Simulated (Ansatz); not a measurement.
System: C2H6GeO.

Input file:

```
crystal:
  periodic: [false, false, false]
  atoms:
    - {symbol: C, position_ang: [1.885160, 0.223070, 0.964223]}
    - {symbol: C, position_ang: [0.623767, 0.309537, 0.564734]}
    - {symbol: O, position_ang: [0.221406, -0.016378, -0.682100]}
    - {symbol: Ge, position_ang: [-1.506718, -0.349897, -1.019549]}
    - {symbol: H, position_ang: [2.151409, 0.532007, 1.965352]}
    - {symbol: H, position_ang: [2.661948, -0.141423, 0.303670]}
    - {symbol: H, position_ang: [-0.150883, 0.681402, 1.238564]}
    - {symbol: H, position_ang: [-1.845341, -1.758499, -0.506632]}
    - {symbol: H, position_ang: [-2.339317, 0.714320, -0.284407]}
    - {symbol: H, position_ang: [-1.618333, -0.245138, -2.540857]}
basis:
  gaussian: {orbitals: def2-TZVPP}
hamiltonian: {xc: pbe0, dispersion: d4}
output: {orbitals: {seedname: orbitals}}
```

Command:

```sh
ansatz run in.yaml --threads 2 --pin off --events-out ev --progress --plain --max-ram 32768MiB --backend cpu
```

Geometry: PBE0-D4/def2-TZVP.

These are results of Ansatz, RKS PBE0-D4/def2-TZVPP, not measurements.

What will maps of the electron density and electron localisation function show?

Answer. C–C (1.33 Å): ρ is about 2.4 e/Å³ halfway; the ELF peaks at about 0.95 between the atoms; a short, multiple covalent bond.
C–O (1.35 Å): ρ is about 2.4 e/Å³ halfway, with its minimum of 2 e/Å³ about 0.5 Å from C; the ELF peaks at about 0.90 between the atoms: a shared but strongly polarised pair.
C–H (1.08 Å): ρ at the midpoint is about 2 e/Å³; the ELF climbs to about 1 towards the hydrogen, as it does in any bond to H (a covalent bond by its length).

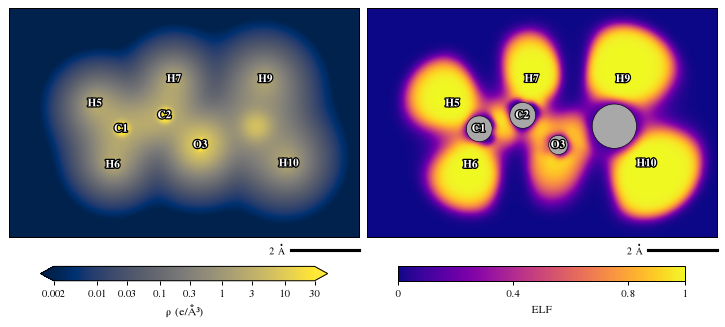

Computed electron density and electron localisation function on the plane of atoms C1, C2 and O3, in this order. Grey discs cover the atomic cores in the ELF map. 
